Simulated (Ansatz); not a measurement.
**HF/3-21G run of InCl2F (SMILES [F][In]([Cl])[Cl])**

What is the vertical ionisation energy of InCl2F at HF/3-21G? 

Program for the calculation: Ansatz 0.2.0.

38 further runs of the same task are left out: 7 that didn't finish, 31 set aside as unsound or not needed. Runs told in other sessions of the task aren't counted.

## 1. Starting point

InCl2F has 4 atoms, charge 0, and is taken as a singlet. As SMILES, `[F][In]([Cl])[Cl]`. The shape is that of a PBE0-D4/def2-TZVP optimisation.

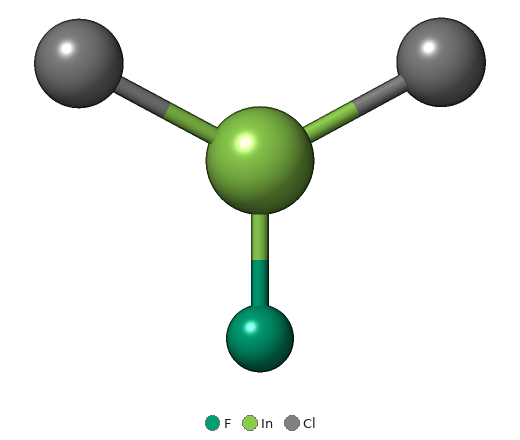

Viewed from a chosen angle; fluorine teal, indium green, chlorine grey.

## 2. The energy at HF/3-21G

The input, molecule.yaml:

```yaml
crystal:
  periodic: [false, false, false]
  atoms:
    - {symbol: F, position_ang: [0.230900, 0.992100, 1.678900]}
    - {symbol: In, position_ang: [0.019100, 0.009200, 0.035600]}
    - {symbol: Cl, position_ang: [1.200200, -1.933300, -0.195800]}
    - {symbol: Cl, position_ang: [-1.394700, 0.871700, -1.539000]}
basis:
  gaussian: {orbitals: 3-21G-spherical.json}
hamiltonian: {xc: hf}
accuracy: high
output: {orbitals: {seedname: orbitals}}
```

The basis set 3-21G is read from a file made from the Basis Set Exchange's data (not shown).

Started as:

```sh
$ ansatz run molecule.yaml --threads 1 --pin off --max-ram 3480MiB --events-out events.jsonl --progress --plain --runs-dir runs
```

Log:

```text
Warning: RAYON_NUM_THREADS=1 ignored (pool sized by the plan → 1); use --threads N
Functional definition: HF
  name "HF"
  exchange = exact_x
  correlation = 0
1342 factors; integrals over basis functions are off by at most 6.9e-9 eV
mean field evaluation 1: about -183086.6658 eV, gradient 3.2e1 eV
mean field evaluation 2: about -183086.7817 eV, gradient 3.2e1 eV
mean field evaluation 4: about -183089.0003 eV, gradient 1.4e0 eV
mean field evaluation 8: about -183089.0209 eV, gradient 1.5e-1 eV
mean field evaluation 16: about -183089.0211 eV, gradient 2.2e-8 eV
mean field -183089.02109030 eV, -6728.3974228729 hartree, gradient 2.3e-8 eV, S^2 0.000000; 0 other end points of the search recorded, 0 dependent functions left out
reference -183089.02109030 eV, -6728.3974228729 hartree; 46, 46 occupied and 20, 20 virtual orbitals, 1342 factors
Total energy: -183089.02109030 eV, -6728.3974228729 hartree
```

Wall time 2 s (1 thread of Arm Neoverse V2, shared host); peak memory 0.19 GiB.

## 3. The doublet cation at the same level

The input, job.yaml:

```yaml
crystal:
  periodic: [false, false, false]
  atoms:
    - symbol: F
      position_ang: [0.230900, 0.992100, 1.678900]
    - symbol: In
      position_ang: [0.019100, 0.009200, 0.035600]
    - symbol: Cl
      position_ang: [1.200200, -1.933300, -0.195800]
    - symbol: Cl
      position_ang: [-1.394700, 0.871700, -1.539000]
basis:
  gaussian:
    orbitals: 3-21G-spherical.json
total_charge: 1
magnetization:
  spin_polarized: true
  initial_magnetization: 1
hamiltonian:
  xc: hf
accuracy: high
output: {orbitals: {seedname: orbitals}}
```

The basis set 3-21G is read from a file made from the Basis Set Exchange's data (not shown).

Started as:

```sh
$ ansatz run job.yaml --threads 1 --pin off --max-ram 3480MiB --events-out events.jsonl --progress --plain --runs-dir runs
```

Log:

```text
Warning: RAYON_NUM_THREADS=1 ignored (pool sized by the plan → 1); use --threads N
Functional definition: HF
  name "HF"
  exchange = exact_x
  correlation = 0
1342 factors; integrals over basis functions are off by at most 6.9e-9 eV
mean field evaluation 1: about -183072.3471 eV, gradient 3.5e1 eV
mean field evaluation 2: about -183072.3891 eV, gradient 3.5e1 eV
mean field evaluation 4: about -183076.8287 eV, gradient 1.9e0 eV
mean field evaluation 8: about -183076.9573 eV, gradient 5.1e-1 eV
mean field evaluation 16: about -183077.4245 eV, gradient 4.6e-2 eV
mean field evaluation 32: about -183077.3667 eV, gradient 1.4e-1 eV
mean field evaluation 64: about -183077.1756 eV, gradient 9.6e-1 eV
mean field evaluation 96: about -183076.6260 eV, gradient 2.5e0 eV
mean field evaluation 128: about -183077.4242 eV, gradient 3.0e-2 eV
mean field evaluation 160: about -183076.6974 eV, gradient 1.6e0 eV
mean field evaluation 192: about -183073.5814 eV, gradient 1.3e1 eV
mean field evaluation 224: about -183076.0276 eV, gradient 1.3e0 eV
mean field evaluation 256: about -183073.7464 eV, gradient 2.9e1 eV
mean field evaluation 288: about -183076.9970 eV, gradient 2.2e-2 eV
mean field -183077.42457459 eV, -6727.9712587808 hartree, gradient 3.7e-8 eV, S^2 0.751963; 4 other end points of the search recorded, 0 dependent functions left out
reference -183077.42457459 eV, -6727.9712587808 hartree; 46, 45 occupied and 20, 21 virtual orbitals, 1342 factors
Total energy: -183077.42457459 eV, -6727.9712587808 hartree
```

Wall time 17 s (1 thread of Arm Neoverse V2, shared host); peak memory 0.31 GiB.

## 4. What came out

At HF/3-21G:

```
                                          quantity           value
                      singlet InCl2F: total energy  -6728.39742 Eh
                       singlet InCl2F: HOMO energy       -13.03 eV
                       singlet InCl2F: LUMO energy         0.18 eV
                     singlet InCl2F: HOMO–LUMO gap        13.21 eV
                      doublet cation: total energy  -6727.97126 Eh
doublet cation: HOMO energy (highest over α and β)       -17.66 eV
 doublet cation: LUMO energy (lowest over α and β)       -10.18 eV
                              doublet cation: ⟨S²⟩           0.752
vertical ionisation energy (to the doublet cation)       11.597 eV
```

What this shows: Removing an electron at fixed nuclei costs 11.60 eV (1119 kJ/mol). The negative HOMO energy of the first species, 13.03 eV, lies 1.43 eV above that difference. Relativity is left out (singlet InCl2F) although the molecule holds a heavy atom. Relativity is left out (doublet cation) although the molecule holds a heavy atom.
